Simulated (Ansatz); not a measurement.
# Ta (bcc): from the first guess to the electronic structure, part 2 of 2

Task: find the zero-pressure cell of Ta (bcc) and describe its electrons. Whether the element takes this structure at low temperature is a separate question.

Ansatz 0.2.0; DFT HSE06, scalar-relativistic, plane waves, PAW (the target; the first runs use scalar-relativistic PBE).

## Step 8: The electronic structure

Contents of input.yaml:

```yaml
crystal:
  lattice:
    - [-1.6560326762, 1.6560326762, 1.6560326762]
    - [1.6560326762, -1.6560326762, 1.6560326762]
    - [1.6560326762, 1.6560326762, -1.6560326762]
  atoms:
    - { symbol: Ta, position: [0.0, 0.0, 0.0] }
basis:
  ecutwfc: 420
  ecutrho_ratio: 4
kpoints:
  mp_grid: { grid: [10, 10, 10] }
  band_path:
    path:
      - [[0.0, 0.0, 0.0], [0.5, -0.5, 0.5], [0.0, 0.0, 0.5], [0.0, 0.0, 0.0], [0.25, 0.25, 0.25], [0.5, -0.5, 0.5]]
      - [[0.25, 0.25, 0.25], [0.0, 0.0, 0.5]]
    npoints: 4
hamiltonian:
  xc: hse06
scf:
  occupations: { method: gaussian, width: 0.05 }
output:
  forces: true
  stress: true
  eigenvalues: true
  populations: true
  dos: { projected: true, de: 0.02 }
  bader: false
```

The log of the run:

```text
Warning: output.stress: scf.convergence.dr2_threshold = 1e-7 eV (the SCF's general default) is looser than the 1e-10 eV advised for a printed stress (1e-10 eV for each atom of the cell: 1). What an SCF threshold leaves in a stress goes as its square root, and in the free energy as the threshold itself, and one threshold admits the most on a small cell: of the crystals measured, under no hybrid functional and no lock of the moments, on runs that ended without the residual-converged pass, on stresses that held no estimate of that error, the worst erred by over 100 MPa in a component at 1e-7 eV an atom and by under 5 at 1e-10. Set scf.convergence.dr2_threshold to 1e-10 eV or tighter. The threshold is an SCF's pass mark: one that does not reach it within its budget of iterations ends unconverged, or closes short of it on a stop that the run arms, and scf.convergence.dr2_threshold's page says what that costs each kind of run
Warning: output.stress: scf.exx.energy_threshold = 1e-6 eV is looser than the 1e-8 eV advised for a stress under a hybrid functional (1e-8 eV for each atom of the cell: 1). Every SCF of the exchange loop can meet its threshold on dr2 while the loop round them stops early: no threshold on dr2 bounds what that leaves in the stress. Set scf.exx.energy_threshold to 1e-8 eV or tighter. The threshold is the loop's pass mark: a loop that does not reach it within its budget of cycles ends unconverged, and scf.exx.energy_threshold's page has the law
Warning: RAYON_NUM_THREADS=4 ignored (pool sized by the plan → 4); use --threads N
Engine: ansatz 0.2.0, aarch64-unknown-linux-gnu
Pseudopotentials: kind: paw
Pseudopotential: Ta, paw, valence charge 13, recommended cutoff 420 eV (normal), Ta.paw.azcp
Functional definition: HSE06
  parameter a = 0.25
  parameter omega = 0.11/bohr
  exchange = pbe_x - a*pbe_x_sr(omega) + a*exact_x_sr(omega)
  correlation = pbe_c
Crystal: 1 atoms, lattice volume = 18.166 Å³
Basis set: ecut = 420 eV, 369 PW (Γ), exchange–correlation on 40×40×40 points (8 copies of the dense FFT grid, shifted against one another)
Bands: 11, of which v1, the nominal top of the filled ones, is band 7 counted from 1 (6 counted from 0)
Symmetry: 48 space group operations
Space group: Im-3m (ITA 229), of the structure as read, at distance tolerance 2.6e-5 Å
k-points: 47 of 1000
Non-local potential: Ta, projectors of the file, l = 0: 3, l = 1: 2, l = 2: 2, l = 3: 1
PAW form: soft (Blöchl's): semilocal exchange-correlation on the pseudo side does not see the compensation charge
PAW frozen core: Ta, regenerated for the run's functional, and the local potential with it (the file was generated under x = pbe(κ = 0.804, μ = 0.2195149727645171), c = pbe(β = 0.06672455060314922))
PAW one-centre angular grid: Ta, 590 points (default); XC on 64 Gauss nodes
Initial density: superposition of atomic densities (neutral atoms: chi_scale 0, normalization atom), corrected by the library's trained network
Initial wavefunctions: pseudopotential atomic-orbital guess
Functional: x = pbe(κ = 0.804, μ = 0.2195149727645171), c = pbe(β = 0.06672455060314922), warm-up for x = pbe(κ = 0.804, μ = 0.2195149727645171) + 0.25 (exact − pbe) at short range (hse, ω = 0.20786987370883472 Å⁻¹), c = pbe(β = 0.06672455060314922); HSE06 as pw.x's `hse` composes it (authors' and Libxc's form: `xc: wpbeh`)
SCF iter   1: F=—  HF=-9932.243970 eV  |F-HF|=—  |Δ(HF+E_count)|=         —  Δρ=6.65e-3  dr2=8.79e-3  ethr=1.77e-3  ⟨swp⟩=6.1  Hψ=2051  notcnv=0
preconditioner: auto → none  [insulator: Δε(μ)=0.091 eV  Ē_g=8.309 eV  σ=0.050 eV  W_gap=0.54  n_scr=0 (ndim 8)  ℏωp=19.5 eV  f_vac=0.000  D(μ)=0.61/eV (n_scr^D=0)]
iter 2 solved again at ethr=3.80e-6 eV; its pass at ethr=6.76e-5 eV (dr2=4.94e-4 eV) is discarded
SCF iter   2: F=—  HF=-9932.240412 eV  |F-HF|=—  |Δ(HF+E_count)|=   3.56e-3  Δρ=1.93e-3  dr2=4.97e-4  ethr=3.80e-6  ⟨swp⟩=2.0  Hψ=1958  notcnv=0
SCF iter   3: F=—  HF=-9932.240363 eV  |F-HF|=—  |Δ(HF+E_count)|=   4.87e-5  Δρ=5.38e-4  dr2=2.03e-5  ethr=3.80e-6  ⟨swp⟩=2.9  Hψ=917  notcnv=0
SCF iter   4: F=—  HF=-9932.240372 eV  |F-HF|=—  |Δ(HF+E_count)|=   8.78e-6  Δρ=3.33e-5  dr2=1.53e-7  ethr=1.57e-7  ⟨swp⟩=2.4  Hψ=845  notcnv=0
SCF iter   5: F=—  HF=-9932.240372 eV  |F-HF|=—  |Δ(HF+E_count)|=   1.25e-8  Δρ=1.32e-5  dr2=1.32e-8  ethr=1.18e-9  ⟨swp⟩=3.0  Hψ=1002  notcnv=0
SCF iter   6: F=—  HF=-9932.240372 eV  |F-HF|=—  |Δ(HF+E_count)|=   1.80e-9  Δρ=5.11e-6  dr2=2.13e-9  ethr=1.02e-10  ⟨swp⟩=3.0  Hψ=929  notcnv=0
SCF iter   7: F=-9932.240372 eV  HF=-9932.240372 eV  |F-HF|=1.20e-10  |Δ(HF+E_count)|=  6.75e-10  Δρ=1.75e-6  dr2=2.53e-10  ethr=1.63e-11  ⟨swp⟩=2.0  Hψ=819  notcnv=0
SCF 1 converged in 7 iterations: F = -9932.240372 eV  dr2 = 2.53e-10
Initial density: handed on by an earlier stage of this run
Initial wavefunctions: those handed on with the density
Functional: x = pbe(κ = 0.804, μ = 0.2195149727645171) + 0.25 (exact − pbe) at short range (hse, ω = 0.20786987370883472 Å⁻¹), c = pbe(β = 0.06672455060314922); HSE06 as pw.x's `hse` composes it (authors' and Libxc's form: `xc: wpbeh`)
Exchange kernel: α = 0.2500, screened, ω = 0.2079 Å⁻¹, Wigner–Seitz truncation, v(0) = 1046.9227 eV·Å³, q-mesh 10×10×10, nearest image of the exchange supercell L = 28.68 Å, pair-density grid 12×12×12, without the augmentation charges, whose exchange is taken in its separable form by FFT convolution over the k-point mesh (sized by the pseudopotential files, 16×16×16 at the most), smooth part of the exact exchange by density-matrix convolution
Frozen-core exchange: fock
iter 1 solved again at ethr=6.97e-5 eV; its pass at ethr=1.00e-1 eV (dr2=9.07e-3 eV) is discarded
SCF iter   1: F=—  HF=-9932.750034 eV  |F-HF|=—  |Δ(HF+E_count)|=         —  Δρ=6.85e-3  dr2=1.08e-2  ethr=6.97e-5  ⟨swp⟩=3.4  Hψ=2318  notcnv=0
preconditioner: auto → none  [insulator: Δε(μ)=0.131 eV  Ē_g=9.389 eV  σ=0.050 eV  W_gap=0.88  n_scr=0 (ndim 8)  ℏωp=19.5 eV  f_vac=0.000  D(μ)=0.18/eV (n_scr^D=0)]
SCF iter   2: F=—  HF=-9932.744911 eV  |F-HF|=—  |Δ(HF+E_count)|=   5.12e-3  Δρ=1.97e-3  dr2=8.68e-4  ethr=6.97e-5  ⟨swp⟩=2.9  Hψ=1132  notcnv=0
SCF iter   3: F=—  HF=-9932.747791 eV  |F-HF|=—  |Δ(HF+E_count)|=   2.88e-3  Δρ=1.08e-3  dr2=1.53e-4  ethr=4.18e-6  ⟨swp⟩=3.1  Hψ=1067  notcnv=0
SCF iter   4: F=—  HF=-9932.747743 eV  |F-HF|=—  |Δ(HF+E_count)|=   4.78e-5  Δρ=3.52e-4  dr2=1.08e-5  ethr=1.09e-6  ⟨swp⟩=2.9  Hψ=896  notcnv=0
SCF iter   5: F=-9932.747771 eV  HF=-9932.747771 eV  |F-HF|=1.72e-7  |Δ(HF+E_count)|=   2.85e-5  Δρ=8.48e-5  dr2=6.12e-7  ethr=6.44e-8  ⟨swp⟩=3.2  Hψ=1214  notcnv=0
SCF 2 stopped early in 5 iterations: F = -9932.747771 eV  dr2 = 6.12e-7
hybrid outer 1: dexx = +3.395e-3 eV, tail = 7.15e-6 eV
Exchange kernel: α = 0.2500, screened, ω = 0.2079 Å⁻¹, Wigner–Seitz truncation, v(0) = 1046.9227 eV·Å³, q-mesh 10×10×10, nearest image of the exchange supercell L = 28.68 Å, pair-density grid 12×12×12, without the augmentation charges, whose exchange is taken in its separable form by FFT convolution over the k-point mesh (sized by the pseudopotential files, 16×16×16 at the most), smooth part of the exact exchange by density-matrix convolution
Frozen-core exchange: fock
SCF iter   1: F=—  HF=-9932.747774 eV  |F-HF|=—  |Δ(HF+E_count)|=         —  Δρ=1.01e-4  dr2=7.57e-7  ethr=2.75e-7  ⟨swp⟩=3.6  Hψ=1456  notcnv=0
preconditioner: auto → none  [insulator: Δε(μ)=0.143 eV  Ē_g=9.364 eV  σ=0.050 eV  W_gap=0.90  n_scr=0 (ndim 8)  ℏωp=19.5 eV  f_vac=0.000  D(μ)=0.14/eV (n_scr^D=0)]
SCF iter   2: F=—  HF=-9932.747774 eV  |F-HF|=—  |Δ(HF+E_count)|=   3.87e-7  Δρ=2.87e-5  dr2=4.15e-8  ethr=5.52e-9  ⟨swp⟩=3.0  Hψ=986  notcnv=0
SCF iter   3: F=-9932.747774 eV  HF=-9932.747774 eV  |F-HF|=1.10e-9  |Δ(HF+E_count)|=   1.15e-7  Δρ=5.54e-6  dr2=2.12e-9  ethr=2.28e-10  ⟨swp⟩=3.2  Hψ=1099  notcnv=0  defer=3
SCF 3 converged in 3 iterations: F = -9932.747774 eV  dr2 = 2.12e-9
  Residual-converged pass: ⟨swp⟩=2.9  Hψ=894  notcnv=0  max |occ|·‖R‖ = 2.4e-6 eV (tolerance 2.4e-6 eV)  dr2=2.11e-9  dr2_onsite=2.48e-10  max |Δocc| = 1.1e-12
hybrid outer 2: dexx = +2.139e-7 eV, tail = 9.69e-9 eV, Δε = 1.24e-3 eV (about 4.33e-5 eV left of the loop's levels)
NSCF: frozen V_eff on 26 k-points
hybrid SCF converged: 2 outer / 8 inner (+7 warm-up), last move |dexx| = 2.14e-7 eV, tail = 9.69e-9 eV
Stability not checked: this state was not tested for a lower state beside it, because the functional holds exact exchange (a hybrid, or Hartree-Fock), whose exchange loop this test does not read (fock_operator; see scf.lower_state_search)
Free energy (F): -9932.747774 eV
Frozen-core exchange: fock
Harris-Foulkes:  -9932.747774 eV  (|F-HF|=1.10e-9)
Internal energy: -9932.747597 eV  (E = F + TS)
E sigma→0 (E₀):  -9932.747685 eV
Entropy (-TS):   -0.000177 eV (-0.177 meV/atom)
Fermi energy:    18.261233 eV
--- Per-component energies (eV) ---
  E_band       = -130.756959
  E_kinetic    = 363.884069
  E_local      = -546.537732  (includes V_loc(G=0)·N_el)
  E_nonlocal   = 16.619379
  E_hartree    = 188.196679
  E_xc         = -174.133345
  E_vxc        = -161.871447  (∫ρ·V_xc dr)
  E_exx        = -35.728194  (= α·E_x^exact, valence–valence)
  E_paw        = -8404.732169  (= ΣΔE_a)
  E_vpaw       = -107.788061  (= ΣTr[D̂ρ^β])
  E_aug_tail   = 0.000128  (compensation charges beyond the density's cutoff)
  E_ewald      = -1336.963426
  E_core_change = -3.352986  (= ΣΔE_core)
  E_smearing   = -0.000177  (= −TS)
  E_closure    = -0.000000  (closes the sum)
  Σ components = -9932.747774   (vs F -9932.747774, Δ=1.82e-12)
--- Forces (eV/Å), atoms counted from 1 ---
  atom   1  Ta    -0.00000000     0.00000000    -0.00000000
  max |Σ_I F_I| component: 7.09e-32 eV/Å
--- Stress (GPa, compression-positive) ---
        0.000978       0.000000      -0.000000
        0.000000       0.000978      -0.000000
       -0.000000      -0.000000       0.000978
  P = ⅓ Tr σ = 0.0010 GPa (0.010 kbar)
--- Band table (eV; the first three rows and the last of 47) ---
  k-point 0: bands = ["-52.5227", "-16.9973", "-16.9973", "-16.9973", "9.3359", "19.5042", "19.5042", "19.5042", "23.1363", "23.1363", "33.8011"]
  k-point 1: bands = ["-52.5100", "-17.1335", "-17.0372", "-16.9976", "9.8203", "19.1448", "19.3398", "19.9653", "22.6691", "23.1226", "34.2014"]
  k-point 2: bands = ["-52.4769", "-17.4786", "-17.1402", "-16.9982", "11.1054", "18.3074", "18.6574", "21.3011", "22.3383", "23.1713", "34.6003"]
  k-point 46: bands = ["-52.2930", "-17.8800", "-17.8800", "-17.8800", "14.0075", "14.0075", "25.9975", "25.9975", "25.9975", "27.5751", "27.5751"]
--- Löwdin populations: 1 site ---
  site symbol       q [e]
     0     Ta     12.8806
  spilling = 0.009185 (of n_electrons = 13.000000)
```

Run time: 71 s. Hardware: 4 threads of an Arm CPU, shared host; peak memory 1.5 GiB.

Read off: volume 18.166 Å³/atom, pressure 0.00 GPa, metallic.

From the band file, the three levels under and over the Fermi level at the path's corners (eV, zero at the Fermi level):

| point | filled | empty |
| --- | --- | --- |
| Γ | -8.93 | 1.24 1.24 1.24 |
| H | -4.25 -4.25 |  |
| N | -4.92 -1.68 | 1.43 4.73 5.80 |
| P | -1.56 -1.56 -1.56 | 6.00 6.00 |

Empty levels over 7.0 eV, where the set of bands solved is no longer complete, are left out.

Where fewer filled levels are listed, no further ones lie within 9 eV under the Fermi level in the band file.

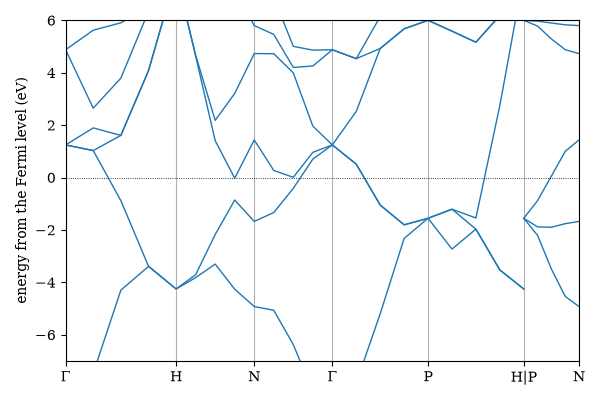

Bands along the path. Levels are joined in order of energy over 4 intervals a leg, so crossings can look like kinks. Deeper bands lie below the window.

Counts of states by energy window, in eV from the Fermi level:

| from | to | total | Ta 5d | Ta 6s |
| --- | --- | --- | --- | --- |
| -7 | -6 | 0.12 | 0.01 | 0.10 |
| -6 | -5 | 0.20 | 0.05 | 0.14 |
| -5 | -4 | 0.54 | 0.32 | 0.20 |
| -4 | -3 | 0.89 | 0.72 | 0.14 |
| -3 | -2 | 0.41 | 0.37 | 0.02 |
| -2 | -1 | 1.32 | 1.25 | 0.02 |
| -1 | 0 | 1.30 | 1.12 | 0.09 |
| 0 | 1 | 0.85 | 0.71 | 0.05 |
| 1 | 2 | 0.18 | 0.17 | 0.00 |
| 2 | 3 | 0.44 | 0.41 | 0.01 |
| 3 | 4 | 0.76 | 0.72 | 0.02 |
| 4 | 5 | 1.03 | 0.99 | 0.02 |
| 5 | 6 | 1.62 | 1.51 | 0.07 |

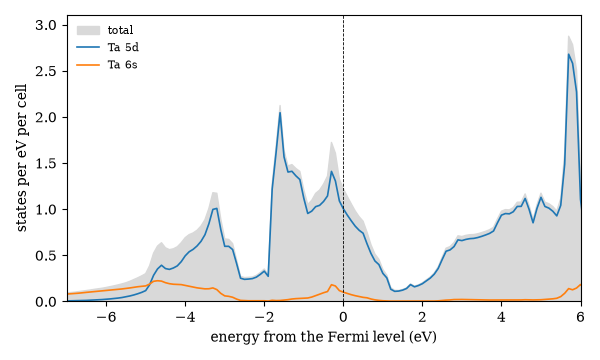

Total and projected density of states, in bins of 0.1 eV; the range shown is -7 to 6 eV.

The projection uses the shells of the potentials' files: it has no valence p orbitals on Ta, so such weight is missing from the shares.

## Step 9: Summary of results

The summary covers parts 1 to 2.

```
                 quantity                                                                      value
              space group                                                            Im-3m (No. 229)
        conventional cell  a = 3.312 Å, b = 3.312 Å, c = 3.312 Å, α = 90.00°, β = 90.00°, γ = 90.00°
                   volume                                                             18.166 Å³/atom
                 pressure                                                                   0.00 GPa
                      gap                                                               none (metal)
states at the Fermi level                                                    about 1 per eV per cell
```

**Reading.** The last run holds the volume at 18.17 Å³/atom, where the pressure is zero within 0.01 GPa. Bands cross the Fermi level, so it is a metal at this level; the largest share of the states at the Fermi level is Ta 5d (89 % of the projected weight). Spin–orbit coupling is left out, though the cell holds Ta; in elements this heavy it can shift levels and gaps by tenths of an eV. The program warned that the SCF threshold is loose for the stress of this hybrid run. For a metal under a hybrid functional this mesh is coarse.
